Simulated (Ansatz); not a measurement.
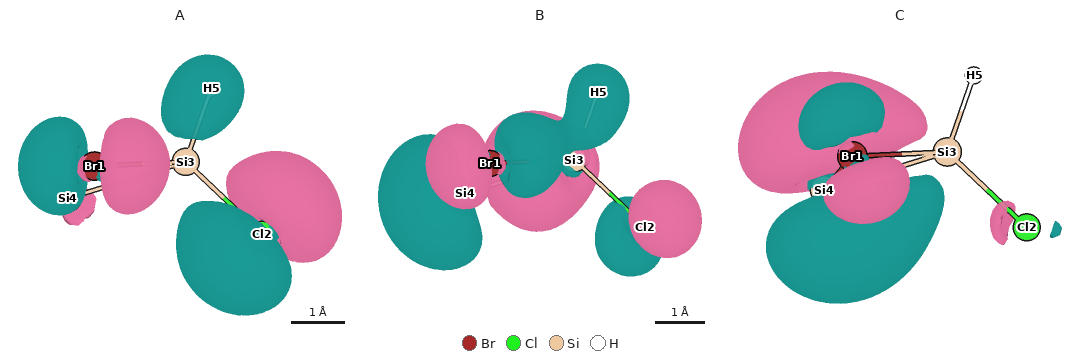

BrClHSi2 (charge +1). Three frontier orbitals at ±0.1 Å⁻³ᐟ² (teal and pink are the two phases), in no order.

Geometry: B3LYP/6-31G*.

Theory: isolated molecule in a Gaussian basis; Kohn-Sham density functional theory, functional PBE0 in Ansatz.

Input

```
crystal:
  periodic: [false, false, false]
  atoms:
    - {symbol: Br, position_ang: [-3.640458, 2.476073, 2.237449]}
    - {symbol: Cl, position_ang: [-2.721458, 0.406202, -0.697903]}
    - {symbol: Si, position_ang: [-2.689081, 2.312851, -0.027559]}
    - {symbol: Si, position_ang: [-4.732523, 3.499396, 0.359443]}
    - {symbol: H, position_ang: [-1.323830, 2.843724, 0.159931]}
basis:
  gaussian:
    orbitals: def2-TZVPD
total_charge: 1
hamiltonian:
  xc: pbe0
output: {forces: true, orbitals: {seedname: orbitals}}
```

Launched as:

```sh
ansatz run input.yaml --threads 2 --pin off --max-ram 4350MiB --events-out events.jsonl --progress --plain --runs-dir runs
```

> Which picture is the HOMO−1, the HOMO and the LUMO?

A is the HOMO−1 (−14.32 eV). It lies mainly on Cl2 (about 65 %), Br1 (about 15 %) and Si3 (about 10 %). B is the HOMO (−12.58 eV). By Hirshfeld shares it lies mainly on Si4 (about 45 %), Si3 (about 25 %), Br1 (about 15 %) and Cl2 (about 15 %). C is the LUMO (−8.93 eV). Its weight (Hirshfeld) is mainly on Si4 (about 75 %), Br1 (about 15 %) and Si3 (about 10 %).

> What is the HOMO–LUMO gap?

3.65 eV between the orbital energies.
